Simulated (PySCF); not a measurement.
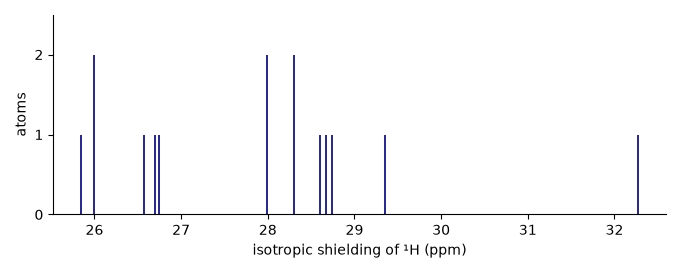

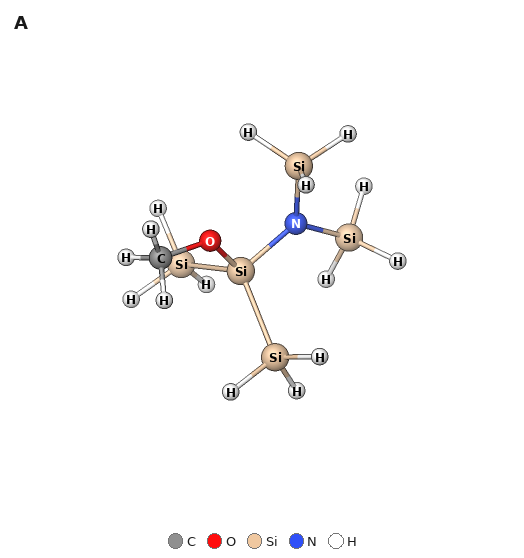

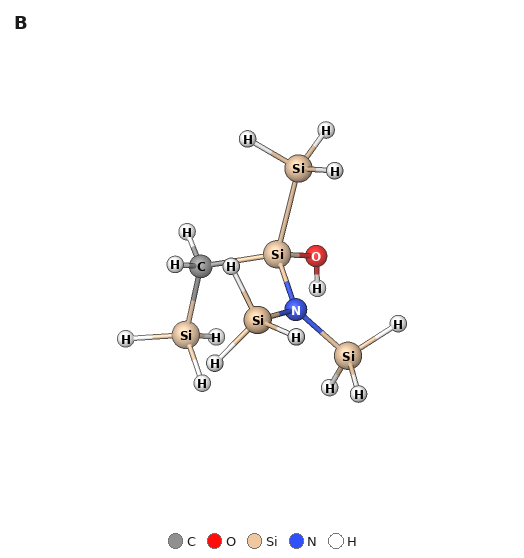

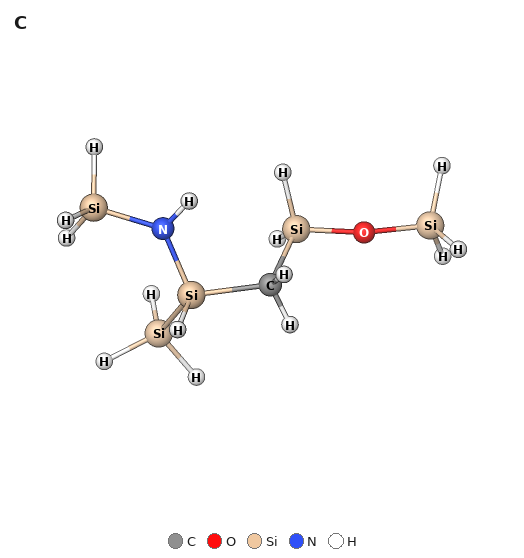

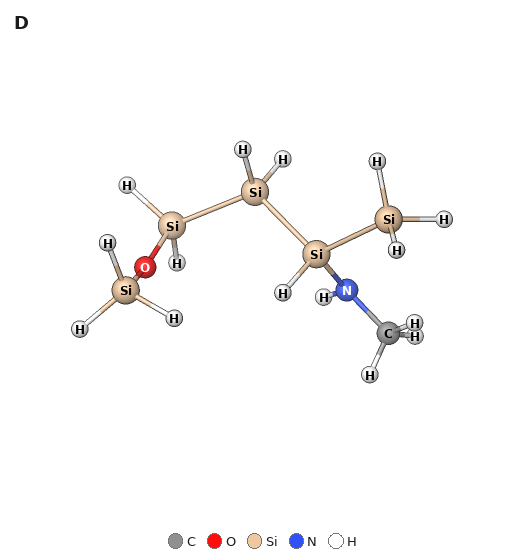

The sticks are computed shieldings of one of the molecules, for one fixed geometry (GFN2-xTB) without averaging over rotations. Low shielding means a high chemical shift. Method: GIAO PBE0/pcSseg-1 NMR shielding, non-relativistic, gas phase (PySCF 2.14.0).

**Match the spectrum to a structure.**

D, `CN[Si@@H]([SiH3])[SiH2][SiH2]O[SiH3]`. Its 15 H atoms give lines at 25.84, 25.99 (2 atoms), 26.57, 26.70, 26.74, 27.99 (2 atoms), 28.30 (2 atoms), 28.60, 28.67, 28.74, 29.35, 32.27 ppm.

The geometry is semi-empirical. Around Si such bond lengths and angles can be off by a tenth of an ångström or more and by several degrees, and values that hang on the shape move with them.
